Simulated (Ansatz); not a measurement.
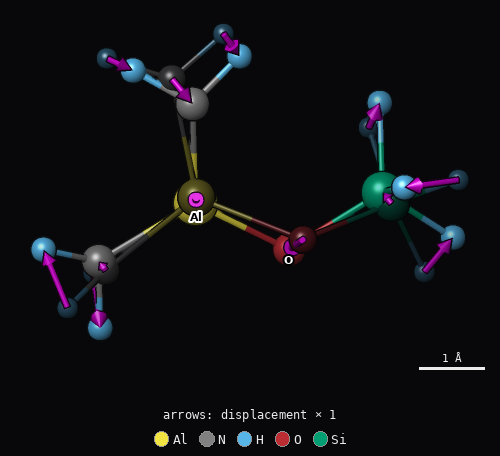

This is a relaxation of AlSiN2H7O. The starting structure is drawn faded, the final one solid; purple arrows show the displacements, at their true length. The two geometries are superimposed by the best rigid fit.

Style: ball-and-stick. Shown at a tilt.

The run prepares the start of a later molecular dynamics calculation, from a guessed geometry.

All numbers below come from RKS revPBE-D4/STO-3G in Ansatz. Settings: no spin polarisation; force threshold 0.02 eV/Å; at most 40 steps.

Describe the change and its energy.

The largest move after the best rigid fit is that of an H atom, 1.24 Å. Largest moves by element: H 1.24 Å, O 1.19 Å, N 0.51 Å, Al 0.36 Å, Si 0.23 Å. Near-neighbour distances that change, for instance: Al–N 1.920 → 1.758 Å, Al–O 1.780 → 1.717 Å, O–Si 1.680 → 1.710 Å, H–Si 1.460 → 1.469 Å. Bond angles that change, for instance: H–N–H 120.0° → 105.4°, H–N–H 120.0° → 106.8°, Al–O–Si 125.0° → 115.5°. Groups turn about Al–O by about 65°, O–Si by about 60°. The energy falls by 1.639 eV in 25 geometry steps. Largest force component: 4.5 eV/Å at the start, 0.02 eV/Å at the end. The forces were under the threshold at step 21, but the run went on from there.

Limits of the set-up: STO-3G is a minimal basis, so the numbers are rough.
